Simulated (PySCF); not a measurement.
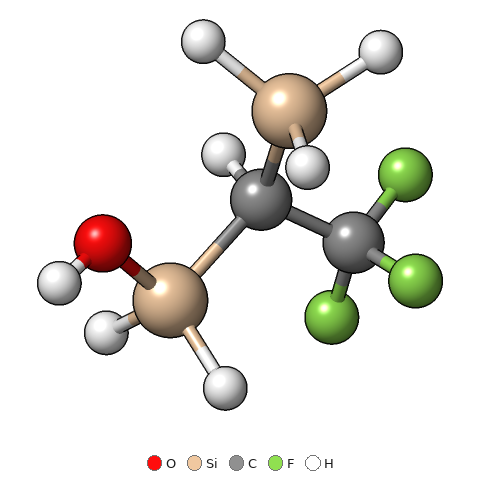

Geometry used (C₂H₇F₃OSi₂, SMILES O[SiH2][C@@H]([SiH3])C(F)(F)F).

Simulated rotational absorption lines between 2 and 20 GHz at 2 K: rigid rotor with the equilibrium constants and dipole of one optimised conformer (PBE0-D3(BJ)/def2-SVP, PySCF), commonest isotopes; no centrifugal distortion, hyperfine structure, internal rotation or nuclear-spin weights; lines within 1 MHz of each other are summed.

What are the rotational constants, and what kind of rotor is it?

Rotational constants A, B, C = 1.906, 1.090, 0.8090 GHz; Ray's κ = −0.49, an asymmetric top on the prolate side.

Which dipole components drive the lines?

|μa|, |μb|, |μc| = 2.67, 0.72, 0.23 D; a-type lines carry 94 % of the intensity in this range.

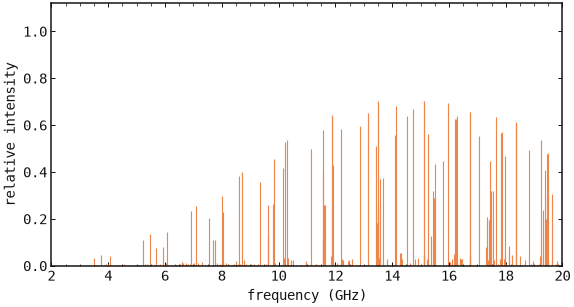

Caveats: coarse grid, loose stop and no frequency check, small forces are noise and the end may be a saddle.
